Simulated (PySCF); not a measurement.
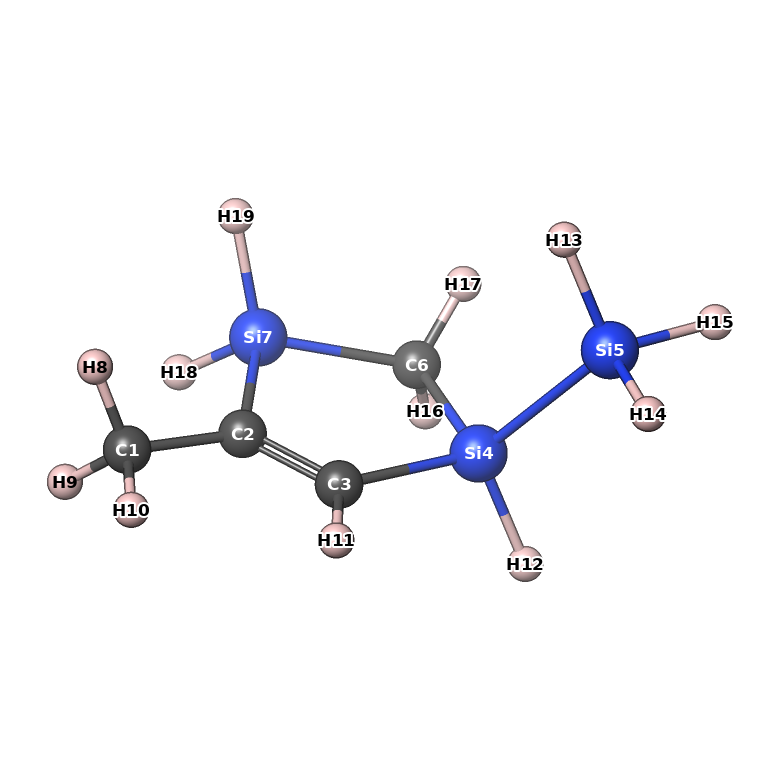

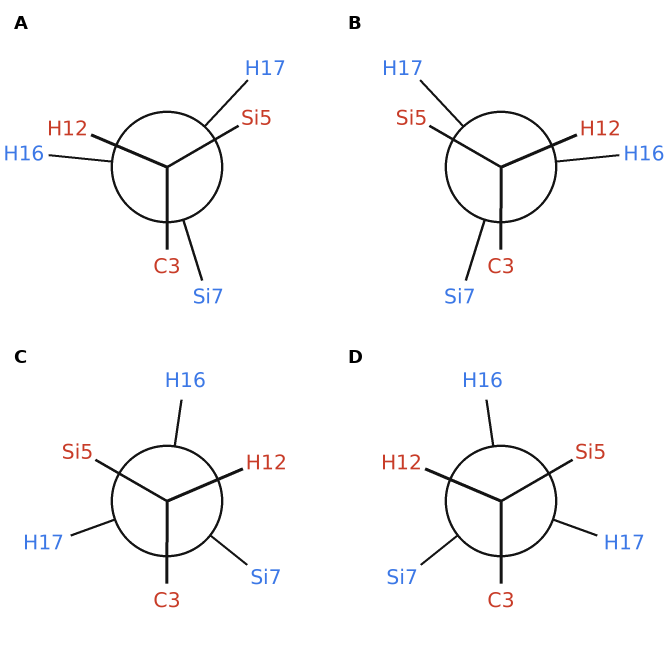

Distant atoms are faded towards the background colour. Bonds that would overlap in a projection are set slightly apart. Computed geometry: GFN2-xTB optimisation. No frequency run is at hand to confirm it as a minimum.

Which Newman projection shows the view along Si4–C6, with Si4 in front?

B. The torsion angle Si5–Si4–C6–Si7 is −111°, anticlinal.
